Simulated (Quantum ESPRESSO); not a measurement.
# Energy and gap at +3 % biaxial strain: Y2CF2 MXene, 1 layer

**Set-up.** Quantum ESPRESSO 7.5 driven by ASE, PBE, GBRV ultrasoft, ESM (bc1); atomic heights clamped; cell area 11.058 Å² at zero strain.

```tsv
strain (%)	energy (meV a cell)	gap on the mesh (eV)
−3	142.79	0.982
−1.5	34.63	1.066
0	0.00	1.141
+1.5	31.39	1.206
```

**Question.** What are energy and gap at +3 %, and how stiff is the sheet?

**Worked estimate.** About zero, E'' = (34.63 + 31.39 − 2 × 0.00)/1.5² = 29.34 meV per %² and E' = (31.39 − 34.63)/3 = −1.08 meV per %. With E = A K ε², where K = (C11 + C22)/2 + C12 (C11 + C12 for a hexagonal sheet), K = 29.34 × 10/(2 × 11.058) × 16.02 = 213 N/m. The parabola gives E(+3 %) = 0.00 + 3 × (−1.08) + 4.5 × 29.34 = 128.8 meV. Continuing the last slope, the gap is 2 × 1.206 − 1.141 = 1.271 eV.

What the calculation gave: E = 122.2 meV and the gap 1.262 eV. The parabola misses by +6.6 meV, too high, since bonds soften under tension. The gap's line misses by +0.009 eV.

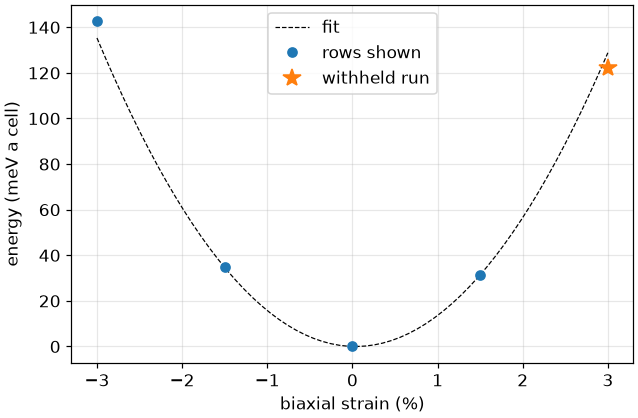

The rows shown, the fit and the withheld run.

Caveats: Clamped heights stiffen sheets with several planes. Semilocal gap, no spin-orbit coupling.

[Logs are printed without paths, hosts, clocks, repeated set-up lines and the standing remarks that a program may print on its own settings, such as how far it seeks lower states.]
